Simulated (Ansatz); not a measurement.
# Run report: MgC18, nudged elastic band (part 3 of 3)

MgC18 (slab, 19 atoms in the cell); DFT PBE, scalar-relativistic, plane waves, PAW, no spin polarisation (Ansatz 0.2.0); cutoff 420 eV, 2×2×1 k-mesh, Gaussian smearing of 0.05 eV. It belongs to a series of runs on one base structure; here: band between the two ends.

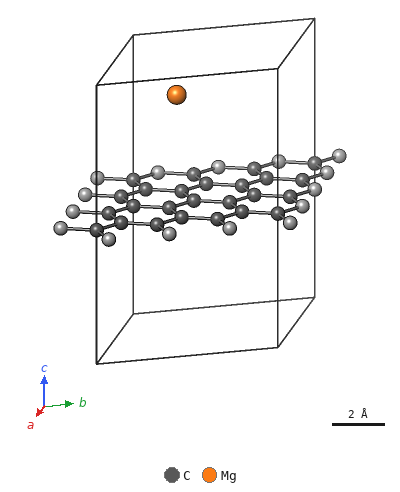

Figure 1. The input geometry (ball-and-stick view of the cell of the calculation, with the vacuum cut short, seen slightly off an axis; neighbours outside the cell are drawn fainter).

### Output, continued
```
--- NEB band (9 images, 1 band iterations, 432 SCF iterations) ---
  forward barrier  = 0.000338 eV
  backward barrier = 0.000338 eV
  lagrangian_above_aufbau_ev (what the smearing adds, to first order; not taken off the barriers): saddle image -0.000281 eV, end points -0.000279 and -0.000279 eV
  climbing image's point = of a kind that is not told: the force calls were inconclusive, a negative curvature could not be distinguished from the path's own, the only one lies far off the path, or fixed occupations may fill a level only in part (lowest curvatures found: -0.36 and -0.00 eV/Å²)
  energies are F+E_penalty+E_count in eV, relative to image 0
  image     s (Å)  Δ vs image 0  max|band force component| (eV/Å)
      0    0.0000      0.000000                                 —
      1    0.3000      0.000027                          1.661e-2
      2    0.6001      0.000137                          1.308e-2
      3    0.9001      0.000267                          9.572e-3
  *   4    1.2001      0.000338                          9.533e-3
      5    1.5001      0.000302                          1.018e-2
      6    1.8002      0.000183                          1.362e-2
      7    2.1002      0.000057                          1.685e-2
      8    2.4002     -0.000000                                 —
  climbing-image geometry (image 4):
  cell:  # Å, volume = 521.3771 Å³
    - [7.398, 0.0, 0.0]
    - [-3.699, 6.406856, 0.0]
    - [0.0, 0.0, 11.0]
  atoms:
    - { symbol: C, position: [-5.299499999999996e-5, 0.000586745, 0.08128958499999998] }
    - { symbol: C, position: [0.22365935999999997, 0.113573445, 0.08127022999999997] }
    - { symbol: C, position: [-5.37750000000059e-5, 0.33391532999999995, 0.08122626499999998] }
    - { symbol: C, position: [0.22365969499999994, 0.4469124399999999, 0.08121863499999997] }
    - { symbol: C, position: [-5.453000000005259e-5, 0.6672540599999999, 0.08126797999999998] }
    - { symbol: C, position: [0.22365909499999995, 0.7802385799999999, 0.08129559499999997] }
    - { symbol: C, position: [0.33327614999999994, 0.000587385, 0.08126665499999998] }
    - { symbol: C, position: [0.55699082, 0.11357401, 0.08124224999999997] }
    - { symbol: C, position: [0.33327292999999997, 0.3339173, 0.08122797999999998] }
    - { symbol: C, position: [0.5569910499999999, 0.4469151749999999, 0.08118518999999998] }
    - { symbol: C, position: [0.3332750899999999, 0.6672462799999999, 0.08125091499999997] }
    - { symbol: C, position: [0.5569864699999999, 0.7802361849999998, 0.08129288499999997] }
    - { symbol: C, position: [0.6666165, 0.0005894399999999999, 0.08129786999999998] }
    - { symbol: C, position: [0.890325045, 0.11357711499999998, 0.08127447999999997] }
    - { symbol: C, position: [0.6666119599999999, 0.33391913999999995, 0.08123602499999998] }
    - { symbol: C, position: [0.89033016, 0.44691264499999994, 0.08117237499999998] }
    - { symbol: C, position: [0.666611305, 0.6672528199999999, 0.08125604499999999] }
    - { symbol: C, position: [0.89032589, 0.780241005, 0.08122424999999997] }
    - { symbol: Mg, position: [0.6564619249999999, 0.3386381299999999, 0.4602321899999999] }
```

### The last band as extended XYZ (Å, eV, eV/Å)
```
19
Lattice="7.3980 0.0000 0.0000 -3.6990 6.4069 0.0000 0.0000 0.0000 11.0000" Properties=species:S:1:pos:R:3:forces:R:3 image=0 energy=-6438.83908
C    -0.0026    0.0037    0.8938    0.0040  -0.0027   0.0012
C     1.2345    0.7276    0.8936   -0.0059   0.0011   0.0024
C    -1.2356    2.1393    0.8934    0.0040   0.0016   0.0059
C     0.0015    2.8633    0.8935   -0.0040  -0.0009  -0.0042
C    -2.4686    4.2750    0.8939    0.0055  -0.0006   0.0031
C    -1.2315    4.9988    0.8950   -0.0030   0.0023  -0.0135
C     2.4634    0.0038    0.8940    0.0044  -0.0053   0.0021
C     3.7005    0.7277    0.8937   -0.0012  -0.0007   0.0060
C     1.2304    2.1394    0.8936    0.0022  -0.0011  -0.0091
C     2.4675    2.8633    0.8925   -0.0030   0.0014   0.0168
C    -0.0026    4.2749    0.8936    0.0010   0.0007   0.0072
C     1.2345    4.9989    0.8934   -0.0015   0.0046   0.0114
C     4.9295    0.0038    0.8945    0.0020  -0.0036  -0.0070
C     6.1665    0.7277    0.8943   -0.0033  -0.0007  -0.0027
C     3.6965    2.1394    0.8936    0.0044   0.0000  -0.0109
C     4.9336    2.8633    0.8933   -0.0034   0.0003   0.0021
C     2.4634    4.2750    0.8940    0.0043   0.0014  -0.0194
C     3.7006    4.9989    0.8935   -0.0065   0.0029   0.0081
Mg    2.3709    2.1696    5.0626    0.0001  -0.0008   0.0004
19
Lattice="7.3980 0.0000 0.0000 -3.6990 6.4069 0.0000 0.0000 0.0000 11.0000" Properties=species:S:1:pos:R:3:forces:R:3 image=1 energy=-6438.83905
C    -0.0026    0.0037    0.8939    0.0032  -0.0028   0.0004
C     1.2345    0.7276    0.8937   -0.0059   0.0024   0.0036
C    -1.2356    2.1393    0.8934    0.0038   0.0012   0.0040
C     0.0015    2.8633    0.8935   -0.0039  -0.0007  -0.0028
C    -2.4686    4.2750    0.8939    0.0057  -0.0012   0.0014
C    -1.2315    4.9989    0.8948   -0.0029   0.0022  -0.0109
C     2.4634    0.0038    0.8940    0.0052  -0.0053   0.0019
C     3.7005    0.7277    0.8937   -0.0021  -0.0017   0.0037
C     1.2304    2.1394    0.8936    0.0028  -0.0010  -0.0075
C     2.4675    2.8633    0.8927   -0.0053   0.0012   0.0141
C    -0.0026    4.2749    0.8937    0.0014   0.0006   0.0063
C     1.2345    4.9989    0.8936   -0.0026   0.0047   0.0085
C     4.9295    0.0038    0.8945    0.0029  -0.0040  -0.0060
C     6.1665    0.7277    0.8942   -0.0029  -0.0005  -0.0016
C     3.6965    2.1394    0.8936    0.0057   0.0001  -0.0107
C     4.9336    2.8633    0.8932   -0.0028   0.0006   0.0032
C     2.4634    4.2750    0.8940    0.0046   0.0016  -0.0166
C     3.7005    4.9989    0.8935   -0.0065   0.0034   0.0084
Mg    2.6791    2.1696    5.0626   -0.0003  -0.0007   0.0005
19
Lattice="7.3980 0.0000 0.0000 -3.6990 6.4069 0.0000 0.0000 0.0000 11.0000" Properties=species:S:1:pos:R:3:forces:R:3 image=2 energy=-6438.83894
C    -0.0026    0.0038    0.8940    0.0027  -0.0026  -0.0004
C     1.2345    0.7276    0.8938   -0.0059   0.0030   0.0041
C    -1.2356    2.1393    0.8934    0.0036   0.0007   0.0021
C     0.0015    2.8633    0.8935   -0.0038  -0.0006  -0.0015
C    -2.4686    4.2750    0.8939    0.0055  -0.0015  -0.0007
C    -1.2315    4.9989    0.8946   -0.0028   0.0023  -0.0082
C     2.4634    0.0038    0.8940    0.0058  -0.0053   0.0016
C     3.7005    0.7277    0.8937   -0.0028  -0.0031   0.0013
C     1.2304    2.1394    0.8936    0.0035  -0.0007  -0.0058
C     2.4675    2.8633    0.8928   -0.0072   0.0012   0.0108
C    -0.0026    4.2749    0.8937    0.0020   0.0007   0.0053
C     1.2345    4.9989    0.8938   -0.0037   0.0045   0.0057
C     4.9295    0.0038    0.8944    0.0032  -0.0043  -0.0051
C     6.1665    0.7277    0.8942   -0.0025  -0.0001  -0.0001
C     3.6965    2.1394    0.8936    0.0061   0.0004  -0.0102
C     4.9335    2.8633    0.8931   -0.0020   0.0009   0.0044
C     2.4634    4.2750    0.8939    0.0048   0.0011  -0.0131
C     3.7005    4.9989    0.8935   -0.0061   0.0037   0.0088
Mg    2.9874    2.1696    5.0626   -0.0004  -0.0004   0.0008
19
Lattice="7.3980 0.0000 0.0000 -3.6990 6.4069 0.0000 0.0000 0.0000 11.0000" Properties=species:S:1:pos:R:3:forces:R:3 image=3 energy=-6438.83881
C    -0.0026    0.0038    0.8941    0.0025  -0.0024  -0.0013
C     1.2345    0.7276    0.8939   -0.0057   0.0030   0.0039
C    -1.2356    2.1393    0.8935    0.0033   0.0004   0.0001
C     0.0015    2.8633    0.8934   -0.0036  -0.0008  -0.0003
C    -2.4686    4.2750    0.8939    0.0049  -0.0013  -0.0034
C    -1.2315    4.9989    0.8944   -0.0027   0.0026  -0.0054
C     2.4634    0.0038    0.8940    0.0059  -0.0051   0.0013
C     3.7005    0.7277    0.8937   -0.0032  -0.0044  -0.0008
C     1.2304    2.1394    0.8935    0.0041  -0.0003  -0.0039
C     2.4675    2.8633    0.8929   -0.0082   0.0011   0.0075
C    -0.0026    4.2749    0.8937    0.0025   0.0009   0.0044
C     1.2345    4.9989    0.8940   -0.0044   0.0043   0.0028
C     4.9295    0.0038    0.8943    0.0030  -0.0044  -0.0042
C     6.1665    0.7277    0.8941   -0.0020   0.0004   0.0015
C     3.6964    2.1394    0.8936    0.0054   0.0008  -0.0096
C     4.9335    2.8633    0.8930   -0.0008   0.0012   0.0060
C     2.4634    4.2750    0.8939    0.0046   0.0004  -0.0091
C     3.7005    4.9989    0.8935   -0.0053   0.0037   0.0091
Mg    3.2956    2.1696    5.0626   -0.0004  -0.0001   0.0012
19
Lattice="7.3980 0.0000 0.0000 -3.6990 6.4069 0.0000 0.0000 0.0000 11.0000" Properties=species:S:1:pos:R:3:forces:R:3 image=4 energy=-6438.83874
C    -0.0026    0.0038    0.8942    0.0024  -0.0022  -0.0022
C     1.2345    0.7276    0.8940   -0.0053   0.0025   0.0030
C    -1.2356    2.1393    0.8935    0.0030   0.0001  -0.0020
C     0.0015    2.8633    0.8934   -0.0034  -0.0009   0.0006
C    -2.4686    4.2750    0.8939    0.0043  -0.0008  -0.0065
C    -1.2315    4.9989    0.8943   -0.0028   0.0027  -0.0027
C     2.4634    0.0038    0.8939    0.0056  -0.0047   0.0010
C     3.7005    0.7277    0.8937   -0.0036  -0.0051  -0.0020
C     1.2304    2.1394    0.8935    0.0043   0.0002  -0.0019
C     2.4675    2.8633    0.8930   -0.0081   0.0007   0.0043
C    -0.0026    4.2750    0.8938    0.0030   0.0010   0.0038
C     1.2345    4.9989    0.8942   -0.0046   0.0038  -0.0002
C     4.9294    0.0038    0.8943    0.0026  -0.0044  -0.0031
C     6.1665    0.7277    0.8940   -0.0015   0.0007   0.0032
C     3.6964    2.1394    0.8936    0.0040   0.0011  -0.0090
C     4.9335    2.8633    0.8929    0.0002   0.0014   0.0079
C     2.4634    4.2750    0.8938    0.0041  -0.0001  -0.0051
C     3.7005    4.9989    0.8935   -0.0041   0.0037   0.0095
Mg    3.6039    2.1696    5.0626   -0.0001   0.0002   0.0014
19
Lattice="7.3980 0.0000 0.0000 -3.6990 6.4069 0.0000 0.0000 0.0000 11.0000" Properties=species:S:1:pos:R:3:forces:R:3 image=5 energy=-6438.83878
C    -0.0026    0.0038    0.8943    0.0023  -0.0023  -0.0033
C     1.2345    0.7277    0.8941   -0.0047   0.0017   0.0016
C    -1.2355    2.1393    0.8935    0.0030   0.0001  -0.0042
C     0.0015    2.8633    0.8934   -0.0032  -0.0009   0.0012
C    -2.4686    4.2750    0.8940    0.0038   0.0001  -0.0101
C    -1.2315    4.9989    0.8941   -0.0032   0.0028   0.0000
C     2.4634    0.0038    0.8939    0.0050  -0.0041   0.0008
C     3.7005    0.7276    0.8937   -0.0040  -0.0048  -0.0021
C     1.2304    2.1394    0.8935    0.0042   0.0007   0.0001
C     2.4675    2.8633    0.8932   -0.0073   0.0003   0.0017
C    -0.0026    4.2750    0.8938    0.0034   0.0009   0.0034
C     1.2345    4.9989    0.8944   -0.0044   0.0032  -0.0034
C     4.9294    0.0038    0.8942    0.0024  -0.0044  -0.0019
C     6.1665    0.7277    0.8939   -0.0012   0.0009   0.0047
C     3.6964    2.1394    0.8936    0.0024   0.0009  -0.0087
C     4.9335    2.8633    0.8928    0.0008   0.0015   0.0102
C     2.4634    4.2750    0.8938    0.0032  -0.0003  -0.0013
C     3.7005    4.9989    0.8935   -0.0029   0.0037   0.0099
Mg    3.9121    2.1696    5.0626    0.0003   0.0001   0.0013
19
Lattice="7.3980 0.0000 0.0000 -3.6990 6.4069 0.0000 0.0000 0.0000 11.0000" Properties=species:S:1:pos:R:3:forces:R:3 image=6 energy=-6438.83890
C    -0.0025    0.0038    0.8944    0.0023  -0.0026  -0.0044
C     1.2345    0.7277    0.8942   -0.0041   0.0008   0.0001
C    -1.2355    2.1394    0.8935    0.0033   0.0000  -0.0065
C     0.0015    2.8633    0.8933   -0.0031  -0.0006   0.0017
C    -2.4686    4.2750    0.8940    0.0036   0.0010  -0.0136
C    -1.2315    4.9989    0.8939   -0.0041   0.0028   0.0027
C     2.4634    0.0038    0.8939    0.0043  -0.0036   0.0008
C     3.7005    0.7276    0.8936   -0.0044  -0.0034  -0.0012
C     1.2304    2.1393    0.8935    0.0040   0.0011   0.0021
C     2.4675    2.8633    0.8933   -0.0062  -0.0002  -0.0006
C    -0.0026    4.2750    0.8938    0.0040   0.0005   0.0032
C     1.2345    4.9989    0.8946   -0.0039   0.0027  -0.0067
C     4.9294    0.0038    0.8942    0.0027  -0.0045  -0.0006
C     6.1665    0.7277    0.8939   -0.0011   0.0007   0.0058
C     3.6964    2.1394    0.8936    0.0014   0.0004  -0.0087
C     4.9335    2.8633    0.8927    0.0005   0.0014   0.0126
C     2.4634    4.2750    0.8937    0.0023  -0.0002   0.0020
C     3.7005    4.9989    0.8935   -0.0020   0.0039   0.0104
Mg    4.2204    2.1696    5.0626    0.0005  -0.0002   0.0009
19
Lattice="7.3980 0.0000 0.0000 -3.6990 6.4069 0.0000 0.0000 0.0000 11.0000" Properties=species:S:1:pos:R:3:forces:R:3 image=7 energy=-6438.83902
C    -0.0025    0.0038    0.8944    0.0022  -0.0031  -0.0056
C     1.2345    0.7277    0.8942   -0.0036  -0.0002  -0.0014
C    -1.2355    2.1394    0.8936    0.0039   0.0000  -0.0088
C     0.0015    2.8633    0.8933   -0.0033  -0.0003   0.0020
C    -2.4686    4.2750    0.8940    0.0039   0.0016  -0.0168
C    -1.2315    4.9989    0.8937   -0.0052   0.0029   0.0054
C     2.4634    0.0037    0.8939    0.0039  -0.0032   0.0010
C     3.7005    0.7276    0.8936   -0.0052  -0.0013   0.0005
C     1.2304    2.1393    0.8934    0.0040   0.0015   0.0041
C     2.4675    2.8633    0.8934   -0.0050  -0.0006  -0.0024
C    -0.0026    4.2750    0.8939    0.0048   0.0000   0.0032
C     1.2345    4.9988    0.8948   -0.0034   0.0023  -0.0100
C     4.9294    0.0038    0.8941    0.0034  -0.0049   0.0008
C     6.1665    0.7277    0.8938   -0.0011   0.0002   0.0062
C     3.6964    2.1394    0.8936    0.0012  -0.0003  -0.0089
C     4.9335    2.8633    0.8926   -0.0009   0.0013   0.0150
C     2.4634    4.2750    0.8937    0.0014   0.0002   0.0049
C     3.7005    4.9989    0.8934   -0.0015   0.0043   0.0109
Mg    4.5286    2.1696    5.0626    0.0004  -0.0005   0.0005
19
Lattice="7.3980 0.0000 0.0000 -3.6990 6.4069 0.0000 0.0000 0.0000 11.0000" Properties=species:S:1:pos:R:3:forces:R:3 image=8 energy=-6438.83908
C    -0.0025    0.0038    0.8945    0.0020  -0.0036  -0.0070
C     1.2345    0.7277    0.8943   -0.0033  -0.0007  -0.0027
C    -1.2355    2.1394    0.8936    0.0044   0.0000  -0.0109
C     0.0016    2.8633    0.8933   -0.0034   0.0003   0.0021
C    -2.4686    4.2750    0.8940    0.0043   0.0014  -0.0194
C    -1.2314    4.9989    0.8935   -0.0065   0.0029   0.0081
C     2.4634    0.0037    0.8938    0.0040  -0.0027   0.0012
C     3.7005    0.7276    0.8936   -0.0059   0.0011   0.0024
C     1.2304    2.1393    0.8934    0.0040   0.0016   0.0059
C     2.4675    2.8633    0.8935   -0.0040  -0.0009  -0.0042
C    -0.0026    4.2750    0.8939    0.0055  -0.0006   0.0031
C     1.2345    4.9988    0.8950   -0.0029   0.0023  -0.0135
C     4.9294    0.0038    0.8940    0.0044  -0.0053   0.0021
C     6.1665    0.7277    0.8937   -0.0012  -0.0006   0.0060
C     3.6964    2.1394    0.8936    0.0022  -0.0011  -0.0091
C     4.9335    2.8633    0.8925   -0.0030   0.0014   0.0168
C     2.4634    4.2749    0.8936    0.0010   0.0007   0.0072
C     3.7005    4.9989    0.8934   -0.0015   0.0046   0.0114
Mg    4.8369    2.1696    5.0626    0.0001  -0.0008   0.0004
```

The run was set up as follows.

### Input
```yaml
crystal:
  lattice:
    - [7.398, 0.0, 0.0]
    - [-3.699, 6.406856, 0.0]
    - [0.0, 0.0, 11.0]
  atoms:
    - { symbol: C, position: [-6.001e-05, 0.00058469, 0.08125837] }
    - { symbol: C, position: [0.22365847, 0.11357034, 0.081238] }
    - { symbol: C, position: [-5.947e-05, 0.33391349, 0.08121822] }
    - { symbol: C, position: [0.22365392, 0.44691497, 0.08123145] }
    - { symbol: C, position: [-5.741e-05, 0.66724752, 0.08126285] }
    - { symbol: C, position: [0.22365301, 0.78023376, 0.08136423] }
    - { symbol: C, position: [0.33327898, 0.00059008, 0.08127494] }
    - { symbol: C, position: [0.55698984, 0.11357768, 0.0812465] }
    - { symbol: C, position: [0.333272, 0.33392111, 0.08123774] }
    - { symbol: C, position: [0.55699485, 0.44691538, 0.08113893] }
    - { symbol: C, position: [0.33327426, 0.66724504, 0.08123898] }
    - { symbol: C, position: [0.5569866, 0.78023861, 0.08122154] }
    - { symbol: C, position: [0.66662069, 0.0005888, 0.0813208] }
    - { symbol: C, position: [0.89032692, 0.11357655, 0.08130246] }
    - { symbol: C, position: [0.66661859, 0.33391717, 0.08123431] }
    - { symbol: C, position: [0.89033214, 0.44690991, 0.08120582] }
    - { symbol: C, position: [0.66661502, 0.6672606, 0.08127311] }
    - { symbol: C, position: [0.89033185, 0.7802434, 0.08122696] }
    - { symbol: Mg, position: [0.48979526, 0.33863813, 0.46023219] }
basis:
  ecutwfc: 420.0
kpoints:
  mp_grid: { grid: [2, 2, 1] }
hamiltonian:
  xc: pbe
scf:
  occupations: { method: gaussian, width: 0.05 }
  lower_state_search: "off"
neb:
  images: 7
  f_tol: 0.05
  initial_path: linear
  max_iterations: 34
  optimiser: fire
  final_atoms:
    - { symbol: C, position: [-4.598e-05, 0.0005888, 0.0813208] }
    - { symbol: C, position: [0.22366025, 0.11357655, 0.08130246] }
    - { symbol: C, position: [-4.808e-05, 0.33391717, 0.08123431] }
    - { symbol: C, position: [0.22366547, 0.44690991, 0.08120582] }
    - { symbol: C, position: [-5.165e-05, 0.6672606, 0.08127311] }
    - { symbol: C, position: [0.22366518, 0.7802434, 0.08122696] }
    - { symbol: C, position: [0.33327332, 0.00058469, 0.08125837] }
    - { symbol: C, position: [0.5569918, 0.11357034, 0.081238] }
    - { symbol: C, position: [0.33327386, 0.33391349, 0.08121822] }
    - { symbol: C, position: [0.55698725, 0.44691497, 0.08123145] }
    - { symbol: C, position: [0.33327592, 0.66724752, 0.08126285] }
    - { symbol: C, position: [0.55698634, 0.78023376, 0.08136423] }
    - { symbol: C, position: [0.66661231, 0.00059008, 0.08127494] }
    - { symbol: C, position: [0.89032317, 0.11357768, 0.0812465] }
    - { symbol: C, position: [0.66660533, 0.33392111, 0.08123774] }
    - { symbol: C, position: [0.89032818, 0.44691538, 0.08113893] }
    - { symbol: C, position: [0.66660759, 0.66724504, 0.08123898] }
    - { symbol: C, position: [0.89031993, 0.78023861, 0.08122154] }
    - { symbol: Mg, position: [0.82312859, 0.33863813, 0.46023219] }
  order_check: true
```

Run as:
```bash
ansatz run input.yaml --threads 1 --pin off --max-ram 3072MiB --backend cpu --events-out ev --progress --plain --runs-dir out
```

### Results in brief

| quantity | value |
| --- | --- |
| outcome | converged |
| barrier, forward | 0.000 eV |
| barrier, backward | 0.000 eV |
| electrons treated | 82 |
| hardware | 1 thread of Arm Neoverse V2, 24 GiB of memory available, shared host |
| wall time | 5.3 min |
| peak memory | 1 GiB |

### Remarks

The k-point mesh is coarse for a cell of this size, so the results may not be converged.
